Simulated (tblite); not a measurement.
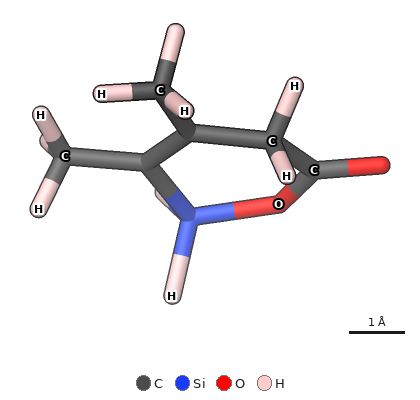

*The starting structure (stick view, seen at a tilt).*

Bond lengths as drawn: C–C 1.36 to 1.54 Å, C–H 1.08 to 1.11 Å, C–O 1.23 to 1.34 Å, C–Si 1.87 Å, H–Si 1.48 Å and O–Si 1.65 Å.

**Geometry relaxation of C₆H₁₀O₂Si (part 1 of 3)**

The run: geometry relaxation of C₆H₁₀O₂Si. Method and program: GFN2-xTB geometry optimisation, gas phase (tblite 0.8.0).

It belongs to a series of runs on one base structure; here: ring closed by a new C-C bond.

**The program's output**
```
step      E/eV     max force
  0    -757.74741    2.156
  1    -757.79675    2.510
  2    -757.84419    0.433
  3    -757.85985    0.429
  4    -757.88090    0.404
  5    -757.88898    0.250
  6    -757.89641    0.193
  7    -757.90237    0.193
  8    -757.90716    0.167
  9    -757.90979    0.136
 10    -757.91196    0.124
 11    -757.91437    0.165
 12    -757.91692    0.160
 13    -757.91903    0.097
 14    -757.92067    0.111
 15    -757.92220    0.122
 16    -757.92372    0.117
 17    -757.92489    0.085
 18    -757.92565    0.071
 19    -757.92621    0.072
 20    -757.92675    0.063
 21    -757.92722    0.058
 22    -757.92758    0.062
 23    -757.92786    0.042
 24    -757.92814    0.048
 25    -757.92846    0.052
 26    -757.92883    0.073
 27    -757.92930    0.085
 28    -757.92989    0.073
 29    -757.93056    0.082
 30    -757.93125    0.073
 31    -757.93196    0.091
 32    -757.93275    0.101
 33    -757.93372    0.072
 34    -757.93482    0.070
 35    -757.93600    0.072
 36    -757.93736    0.123
 37    -757.93900    0.143
 38    -757.94076    0.112
 39    -757.94218    0.094
 40    -757.94306    0.056
 41    -757.94361    0.080
 42    -757.94386    0.187
 43    -757.94450    0.064
 44    -757.94494    0.050
 45    -757.94539    0.058
 46    -757.94583    0.064
 47    -757.94631    0.065
 48    -757.94676    0.058
 49    -757.94723    0.054
 50    -757.94776    0.054
 51    -757.94838    0.080
 52    -757.94904    0.080
 53    -757.94973    0.062
 54    -757.95054    0.064
 55    -757.95155    0.080
 56    -757.95271    0.076
 57    -757.95380    0.080
 58    -757.95458    0.086
 59    -757.95523    0.108
 60    -757.95616    0.076
 61    -757.95779    0.092
 62    -757.95908    0.123
 63    -757.96071    0.127
 64    -757.96197    0.096
 65    -757.96338    0.071
 66    -757.96482    0.066
 67    -757.96600    0.104
 68    -757.96728    0.123
 69    -757.96856    0.075
 70    -757.97027    0.079
 71    -757.97117    0.068
 72    -757.97246    0.074
 73    -757.97336    0.081
 74    -757.97405    0.054
 75    -757.97460    0.050
 76    -757.97514    0.055
 77    -757.97558    0.052
 78    -757.97598    0.041
 79    -757.97644    0.060
 80    -757.97699    0.053
 81    -757.97750    0.042
 82    -757.97774    0.032
 83    -757.97794    0.031
 84    -757.97814    0.028
 85    -757.97836    0.033
 86    -757.97855    0.033
 87    -757.97872    0.036
 88    -757.97890    0.035
 89    -757.97908    0.031
 90    -757.97924    0.036
 91    -757.97938    0.029
 92    -757.97952    0.034
 93    -757.97969    0.037
 94    -757.97988    0.033
 95    -757.98006    0.036
 96    -757.98025    0.031
 97    -757.98045    0.044
 98    -757.98066    0.039
 99    -757.98085    0.032
100    -757.98101    0.038
101    -757.98121    0.045
102    -757.98150    0.061
103    -757.98192    0.062
104    -757.98234    0.049
105    -757.98269    0.063
106    -757.98298    0.064
107    -757.98343    0.067
108    -757.98413    0.063
109    -757.98468    0.048
110    -757.98511    0.051
111    -757.98559    0.060
112    -757.98616    0.064
113    -757.98631    0.108
114    -757.98697    0.037
115    -757.98717    0.025
116    -757.98740    0.028
117    -757.98751    0.044
118    -757.98768    0.025
119    -757.98776    0.020
120    -757.98782    0.020
121    -757.98790    0.020
122    -757.98800    0.025
123    -757.98811    0.028
124    -757.98821    0.025
125    -757.98831    0.020
126    -757.98845    0.033
127    -757.98867    0.045
128    -757.98897    0.047
129    -757.98929    0.034
130    -757.98955    0.044
131    -757.98977    0.049
132    -757.98994    0.041
133    -757.99019    0.033
134    -757.99043    0.027
135    -757.99055    0.023
136    -757.99064    0.023
137    -757.99077    0.027
138    -757.99088    0.023
139    -757.99095    0.020
140    -757.99100    0.016
141    -757.99103    0.012
142    -757.99105    0.010
```

**Trajectory as extended XYZ (Å, eV, eV/Å), 26 of the 143 frames kept, from step=0 to step=142**
```
19
Properties=species:S:1:pos:R:3:forces:R:3 step=0 energy=-757.74741
C    -0.3735   -2.1129   -0.1718   -0.7520   0.0990   0.0860
C    -0.3396   -0.6057   -0.0180    1.3060   0.1530   0.1160
C     0.8047    0.1239   -0.0754   -1.1500  -0.2280  -0.1110
C     2.1823   -0.3651   -0.3893    0.2980  -0.9010   0.2900
Si    0.6829    1.9636    0.2176    0.6930   0.3200   0.0500
O    -0.9146    2.3641    0.2268   -0.1840  -0.6500  -0.0220
C    -1.9444    1.5094    0.2335   -1.5430   0.4970   0.2400
O    -3.0918    1.9459    0.2543    2.0010  -0.7950  -0.1120
C    -1.6987   -0.0107    0.2719    0.0500   0.4270  -0.3410
H     0.5969   -2.5854   -0.1550    0.2080   0.1460  -0.0720
H    -0.8781   -2.3719   -1.1149    0.1450   0.0190   0.2750
H    -0.9554   -2.5619    0.6522    0.1170   0.2380  -0.3420
H     2.8009   -0.3449    0.5304   -0.2730   0.1210  -0.5140
H     2.1992   -1.3973   -0.7646   -0.0750   0.2510   0.1350
H     2.6621    0.2473   -1.1507   -0.0880   0.1330   0.1940
H     1.3790    2.6885   -0.8674   -0.4140  -0.0180   0.1890
H     1.3051    2.2945    1.5191   -0.3320   0.0480  -0.1810
H    -2.3979   -0.4269   -0.4744    0.0220   0.0590   0.3580
H    -2.0288   -0.3452    1.2681   -0.0280   0.0820  -0.2380
19
Properties=species:S:1:pos:R:3:forces:R:3 step=6 energy=-757.89641
C    -0.3858   -2.0971   -0.1678    0.0080  -0.0380  -0.0170
C    -0.3153   -0.6023   -0.0062   -0.0990  -0.0580  -0.1000
C     0.7998    0.1263   -0.0927    0.0720  -0.0740   0.0440
C     2.1719   -0.3990   -0.3863    0.1040  -0.0230   0.0010
Si    0.7162    1.9640    0.2193    0.0850   0.0220   0.0030
O    -0.8872    2.3094    0.2314    0.0060   0.1120   0.0400
C    -1.9306    1.4882    0.2396    0.1760  -0.0440  -0.0670
O    -3.0472    1.9245    0.2477   -0.0740   0.0450  -0.0100
C    -1.6753   -0.0041    0.2567   -0.0830  -0.0220   0.0260
H     0.5973   -2.5552   -0.1632    0.0210   0.0170   0.0240
H    -0.8771   -2.3661   -1.1033   -0.0170   0.0780  -0.0210
H    -0.9675   -2.5404    0.6402   -0.0060   0.0650   0.0140
H     2.7872   -0.3374    0.5097   -0.0190  -0.0860   0.0690
H     2.1882   -1.4165   -0.7607   -0.0210  -0.0330   0.0040
H     2.6434    0.2496   -1.1197    0.0240  -0.0320  -0.1070
H     1.3290    2.7113   -0.8689   -0.1190   0.1310  -0.0640
H     1.2669    2.3129    1.5240   -0.0650   0.0760   0.0850
H    -2.3986   -0.4258   -0.4460   -0.0110  -0.0800  -0.0990
H    -2.0252   -0.3328    1.2388    0.0200  -0.0560   0.1740
19
Properties=species:S:1:pos:R:3:forces:R:3 step=11 energy=-757.91437
C    -0.3863   -2.0966   -0.1734   -0.0160   0.0780  -0.0040
C    -0.3165   -0.6038   -0.0170    0.1120   0.1140   0.0400
C     0.8075    0.1198   -0.0878   -0.0430   0.0530   0.0000
C     2.1797   -0.4121   -0.3869   -0.0430  -0.0360   0.0120
Si    0.7342    1.9678    0.2215   -0.0870  -0.0700  -0.0010
O    -0.8733    2.3068    0.2405   -0.0510  -0.0410   0.0140
C    -1.9141    1.4846    0.2352   -0.1280   0.0420   0.0020
O    -3.0326    1.9250    0.2380    0.0670  -0.0030  -0.0330
C    -1.6777   -0.0127    0.2589    0.0490   0.0100   0.0010
H     0.5988   -2.5466   -0.1602    0.0070  -0.0700  -0.0140
H    -0.8816   -2.3517   -1.1092    0.0060  -0.0360  -0.0300
H    -0.9724   -2.5213    0.6401   -0.0060  -0.0250  -0.0080
H     2.7844   -0.3596    0.5176    0.0400  -0.0420  -0.0260
H     2.1844   -1.4310   -0.7594   -0.0010  -0.0170   0.0010
H     2.6458    0.2319   -1.1305    0.0480  -0.0660   0.0140
H     1.2822    2.7494   -0.8805   -0.0360   0.0430   0.0080
H     1.2396    2.3374    1.5413    0.0110   0.0350   0.0020
H    -2.3982   -0.4408   -0.4501    0.0330   0.0240   0.0790
H    -2.0135   -0.3372    1.2542    0.0390   0.0080  -0.0570
19
Properties=species:S:1:pos:R:3:forces:R:3 step=17 energy=-757.92489
C    -0.3835   -2.0837   -0.1790    0.0060  -0.0530  -0.0090
C    -0.3024   -0.5895   -0.0171   -0.0190  -0.0680  -0.0010
C     0.8237    0.1284   -0.0872    0.0050   0.0050  -0.0050
C     2.1859   -0.4325   -0.3856    0.0010   0.0190  -0.0020
Si    0.7245    1.9746    0.2258    0.0270   0.0550   0.0040
O    -0.8833    2.3052    0.2560    0.0100   0.0250   0.0050
C    -1.9235    1.4869    0.2308    0.0240  -0.0060   0.0560
O    -3.0395    1.9290    0.2147   -0.0450  -0.0590  -0.0410
C    -1.6668   -0.0063    0.2639    0.0030  -0.0180  -0.0030
H     0.5905   -2.5615   -0.1649    0.0070   0.0410   0.0070
H    -0.8762   -2.3440   -1.1162   -0.0030   0.0500  -0.0160
H    -0.9762   -2.5108    0.6294   -0.0160   0.0230  -0.0010
H     2.7986   -0.3954    0.5142    0.0060  -0.0170   0.0010
H     2.1698   -1.4526   -0.7560   -0.0370   0.0040   0.0130
H     2.6707    0.1920   -1.1333    0.0210  -0.0040   0.0040
H     1.2296    2.7889   -0.8756    0.0040  -0.0140   0.0220
H     1.2244    2.3671    1.5441    0.0100  -0.0120  -0.0410
H    -2.3879   -0.4481   -0.4309   -0.0240  -0.0180  -0.0180
H    -1.9881   -0.3383    1.2594    0.0190   0.0480   0.0250
19
Properties=species:S:1:pos:R:3:forces:R:3 step=23 energy=-757.92786
C    -0.3828   -2.0831   -0.1823    0.0060   0.0110  -0.0040
C    -0.2979   -0.5902   -0.0163   -0.0150   0.0000  -0.0080
C     0.8261    0.1321   -0.0877    0.0170   0.0020   0.0060
C     2.1863   -0.4359   -0.3844    0.0080   0.0000   0.0010
Si    0.7199    1.9793    0.2254    0.0140   0.0250   0.0030
O    -0.8899    2.3085    0.2672    0.0070  -0.0090   0.0150
C    -1.9242    1.4828    0.2313    0.0110  -0.0090  -0.0390
O    -3.0458    1.9099    0.1969   -0.0190   0.0190  -0.0140
C    -1.6613   -0.0081    0.2663   -0.0060   0.0030   0.0160
H     0.5919   -2.5591   -0.1651   -0.0270  -0.0020   0.0020
H    -0.8742   -2.3292   -1.1245    0.0190   0.0040   0.0090
H    -0.9831   -2.5052    0.6235    0.0080  -0.0050  -0.0300
H     2.8032   -0.4108    0.5132   -0.0250   0.0040   0.0220
H     2.1526   -1.4565   -0.7517   -0.0010   0.0000  -0.0150
H     2.6843    0.1788   -1.1315   -0.0200   0.0110  -0.0010
H     1.2187    2.8000   -0.8724    0.0060  -0.0100  -0.0080
H     1.2284    2.3740    1.5379    0.0110  -0.0090  -0.0060
H    -2.3882   -0.4527   -0.4221    0.0030  -0.0230   0.0230
H    -1.9739   -0.3251    1.2688    0.0040  -0.0110   0.0280
19
Properties=species:S:1:pos:R:3:forces:R:3 step=28 energy=-757.92989
C    -0.3816   -2.0764   -0.1887   -0.0050  -0.0140   0.0010
C    -0.2960   -0.5856   -0.0152    0.0120   0.0100   0.0200
C     0.8274    0.1382   -0.0844   -0.0360  -0.0150  -0.0170
C     2.1838   -0.4368   -0.3816   -0.0180  -0.0060  -0.0060
Si    0.7208    1.9872    0.2244   -0.0220  -0.0560  -0.0020
O    -0.8920    2.3037    0.2820   -0.0070   0.0100  -0.0210
C    -1.9258    1.4770    0.2212   -0.0300   0.0260   0.0520
O    -3.0484    1.9012    0.1685    0.0530   0.0250  -0.0430
C    -1.6595   -0.0112    0.2758   -0.0080   0.0010   0.0060
H     0.5876   -2.5587   -0.1632    0.0520  -0.0140  -0.0140
H    -0.8653   -2.3150   -1.1352    0.0060  -0.0090  -0.0380
H    -0.9887   -2.5044    0.6069   -0.0370  -0.0030   0.0170
H     2.7916   -0.4213    0.5227    0.0110   0.0070  -0.0290
H     2.1405   -1.4547   -0.7558    0.0130   0.0000   0.0040
H     2.6841    0.1755   -1.1288    0.0170   0.0270   0.0330
H     1.2169    2.8031   -0.8778   -0.0070  -0.0010  -0.0110
H     1.2410    2.3741    1.5324    0.0100   0.0190   0.0240
H    -2.3889   -0.4713   -0.3990   -0.0160  -0.0130   0.0330
H    -1.9575   -0.3154    1.2881    0.0140   0.0060  -0.0100
19
Properties=species:S:1:pos:R:3:forces:R:3 step=34 energy=-757.93482
C    -0.3802   -2.0738   -0.2048   -0.0130  -0.0090  -0.0130
C    -0.2998   -0.5859   -0.0064   -0.0080  -0.0170  -0.0310
C     0.8187    0.1412   -0.0852    0.0450   0.0080   0.0300
C     2.1725   -0.4371   -0.3799    0.0430   0.0090  -0.0010
Si    0.7171    1.9875    0.2265    0.0450   0.0400   0.0170
O    -0.8954    2.2978    0.3085    0.0300  -0.0060  -0.0010
C    -1.9277    1.4711    0.2057    0.0170   0.0100   0.0000
O    -3.0400    1.9033    0.0777   -0.0240  -0.0410  -0.0170
C    -1.6600   -0.0160    0.3079   -0.0020   0.0020   0.0120
H     0.5902   -2.5590   -0.1642   -0.0590   0.0170   0.0310
H    -0.8332   -2.2879   -1.1738    0.0020  -0.0330   0.0170
H    -1.0172   -2.5060    0.5661    0.0190  -0.0470  -0.0360
H     2.7711   -0.4414    0.5295    0.0140  -0.0060   0.0340
H     2.1249   -1.4489   -0.7673    0.0330   0.0030  -0.0440
H     2.6926    0.1871   -1.1021   -0.0070   0.0130  -0.0300
H     1.2027    2.7998   -0.8885   -0.0350  -0.0380   0.0400
H     1.2707    2.3831    1.5229   -0.0500  -0.0070  -0.0410
H    -2.4039   -0.5155   -0.3201   -0.0480   0.0510   0.0020
H    -1.9127   -0.2900    1.3401   -0.0040   0.0490   0.0320
19
Properties=species:S:1:pos:R:3:forces:R:3 step=40 energy=-757.94306
C    -0.3888   -2.0749   -0.2315    0.0100  -0.0240   0.0050
C    -0.3090   -0.5909   -0.0024   -0.0060  -0.0350   0.0160
C     0.8147    0.1332   -0.0735   -0.0210  -0.0220   0.0070
C     2.1737   -0.4341   -0.3782   -0.0190  -0.0100  -0.0020
Si    0.7158    1.9791    0.2357   -0.0200   0.0200   0.0070
O    -0.8945    2.2887    0.3395   -0.0320   0.0260   0.0100
C    -1.9214    1.4643    0.1816   -0.0070   0.0010  -0.0420
O    -3.0196    1.8891   -0.0499   -0.0030  -0.0010   0.0150
C    -1.6604   -0.0163    0.3555    0.0180   0.0120  -0.0050
H     0.5800   -2.5552   -0.1498    0.0100  -0.0160  -0.0040
H    -0.7922   -2.2764   -1.2250    0.0010   0.0060   0.0170
H    -1.0548   -2.5339    0.4978   -0.0200   0.0280  -0.0130
H     2.7575   -0.4701    0.5418    0.0080  -0.0160  -0.0290
H     2.1323   -1.4309   -0.8052    0.0160   0.0000  -0.0160
H     2.7027    0.2148   -1.0734   -0.0320   0.0020   0.0200
H     1.1691    2.7813   -0.8942    0.0300   0.0090  -0.0370
H     1.2847    2.4010    1.5104   -0.0170   0.0010   0.0530
H    -2.4466   -0.5346   -0.2033    0.0540  -0.0040   0.0150
H    -1.8530   -0.2250    1.4168    0.0300   0.0220  -0.0140
```
